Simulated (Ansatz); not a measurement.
In doubt: masses and optical values from hybrid runs of this build are listed as unsure, which bears on the screening that GW takes from such a start.

CsPbCl3 (Pm-3m), computed twice by G0W0.

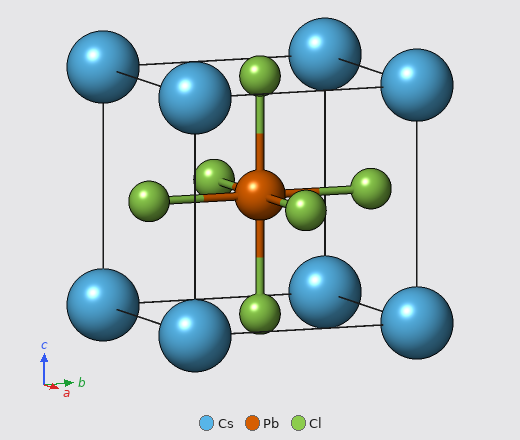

The structure (caesium blue, lead orange, chlorine green). Some periodic images of atoms are drawn too.

Symmetry: Pm-3m, No. 221, cubic system. Conventional cell: a = 5.605 Å, b = 5.605 Å, c = 5.605 Å, α = 90.00°, β = 90.00°, γ = 90.00°. Nearest to Cs lie 12 Cl at 3.96 Å. Pb has 6 Cl at 2.80 Å nearest. Nearest to Cl lie 2 Pb at 2.80 Å and 4 Cs at 3.96 Å. Farther neighbours and most contacts between anions are not listed.

```xyz
5
Lattice="5.6050 0.0000 0.0000 0.0000 5.6050 0.0000 0.0000 0.0000 5.6050" Properties=species:S:1:pos:R:3 pbc="T T T"
Cs    0.0000    0.0000    0.0000
Pb    2.8025    2.8025    2.8025
Cl    2.8025    2.8025    0.0000
Cl    0.0000    2.8025    2.8025
Cl    2.8025    0.0000    2.8025
```

The cell and positions come from the Crystallography Open Database and are kept as given unless a step says otherwise. Spin-orbit coupling is left out unless a run names it. PAW set soft_2, made with PBE.

The first (Ansatz 0.2.0; start HSE06, 4×4×4 mesh, 1047 empty bands, screening to 190 eV; 1 × NVIDIA H100 80GB HBM3 (shared by 3 runs) with 3 threads of AMD EPYC 7R13 (Zen 3), shared host) gave, on its mesh: starting gap 2.60 eV, G0W0 gap 3.71 eV, RPA ε∞ (mean) 3.45, 1.9 min.

Question: The second changes start from HSE06 to PBE0. What does it give?

It gave: starting gap 3.25 eV, G0W0 gap 3.92 eV, RPA ε∞ (mean) 3.14, 1.9 min. The G0W0 gap moves by +0.21 eV, +0.65 eV from the start and −0.44 eV from the correction. Σc changes by −0.09 eV at the valence top and +0.10 eV at the conduction bottom, and Σx − Vxc between them by −0.63 eV.

Limits: not at the basis limit; no spin-orbit coupling.

[Paths, hosts, dates, memory and timing lines, banners, echoed tables and standing remarks are left out of the program output.]

[Logs are printed without paths, hosts, clocks, repeated set-up lines and the standing remarks that a program may print on its own settings, such as how far it seeks lower states.]

[Runs of the session that timed out or met a known fault of the program may be left out.]

[Cells called generated may have been cut or substituted from an entry of the Crystallography Open Database or the Materials Project.]

[Hosts, paths, dates, database ids (printed as entryN), source tags and the programs' standing remarks are cut or masked in the printed files.]
